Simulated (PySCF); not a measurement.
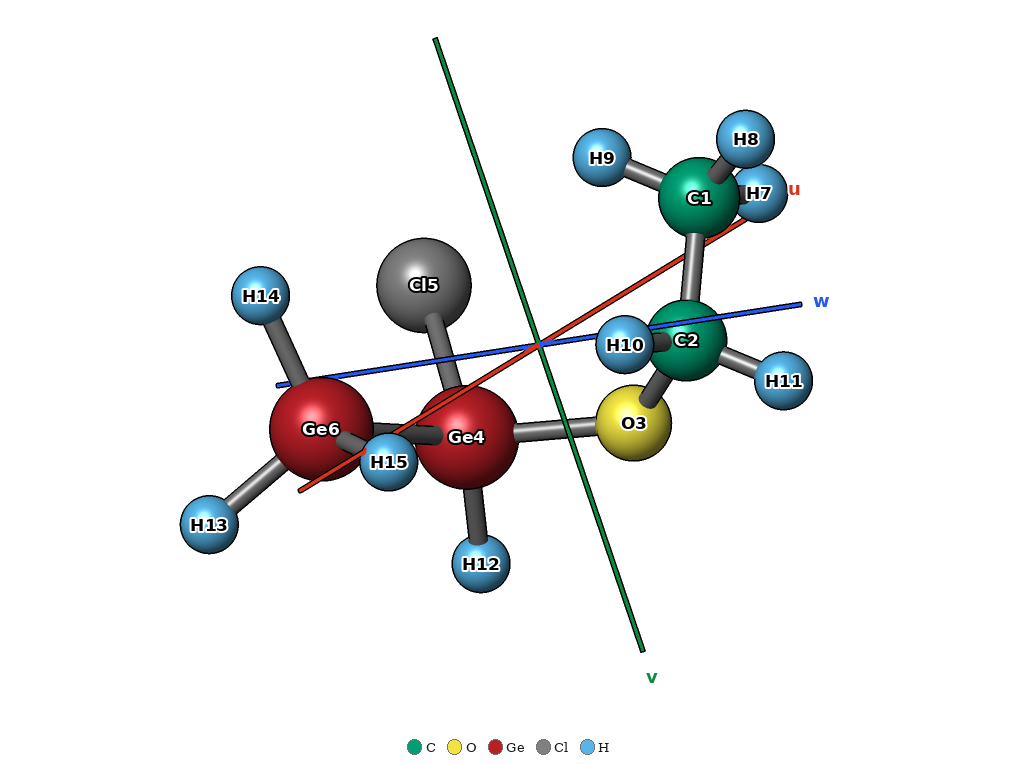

The lines u, v and w are the principal axes of the static dipole polarisability. Computed geometry: GFN2-xTB optimisation. No frequency run is at hand to confirm it as a minimum. Computed with CAM-B3LYP/def2-SVPD (PySCF 2.14.0).

> Along which axis is the molecule most polarisable, and along which least?

Most along u, least along v.

> Give the three principal values.

u 115.2, v 93.3, w 103.8 bohr³; mean 104.1, anisotropy 19.0 bohr³.

The geometry is semi-empirical. Around Ge such bond lengths and angles can be off by a tenth of an ångström or more and by several degrees, and values that hang on the shape move with them.
